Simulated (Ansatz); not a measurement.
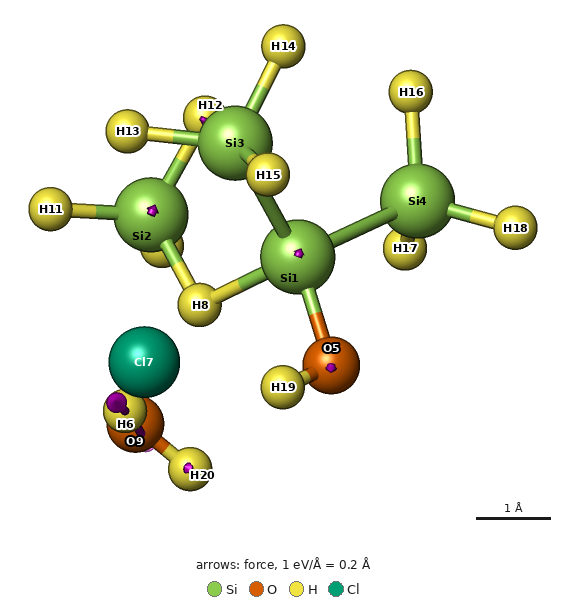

Starting geometry of Si4H13O2Cl (started from a transition state, displaced along its imaginary mode) with the computed forces as purple arrows. A ball-and-stick model, seen from a free direction.

The calculation used RKS PBE0-D4/def2-TZVP in Ansatz. Set-up: force threshold 0.005 eV/Å; at most 200 steps.

What follows when this structure is relaxed?

Answer. It isn't relaxed: the largest force vector, on an O atom, is 6.88 eV/Å. The final displacements have little in common with the starting forces (cosine between the two patterns 0.04). Over 73 accepted moves (74 points after the start) the energy falls by 214.9 kJ/mol. Largest force component: 5.7 eV/Å at the start, 0.0047 eV/Å at the end. The line search rejected the trial step at point 19 of the run. The largest moves after the best rigid fit, 2.51 Å, are those of H atoms. By element the largest moves are H 2.51 Å, Si 1.93 Å, O 1.43 Å, Cl 1.13 Å. Near-neighbour distances that change, for instance: H–Si 1.553 → 3.849 Å, Si–Si 2.658 → 4.741 Å, O–Si 2.966 → 1.666 Å, Cl–Si 3.230 → 4.336 Å. New bonds form: Cl–H (2.03 → 1.32 Å), O–Si (2.97 → 1.67 Å). Bonds break: H–O (0.89 → 1.71 Å), H–Si (1.55 → 3.85 Å). Among the angles between lasting bonds that change: O–Si–H 92.0° → 110.7°, Si–O–H 106.7° → 117.6°, Si–Si–Si 118.3° → 111.3°. Groups turn about Si–Si by about 55°, Si–Si by about 35°.
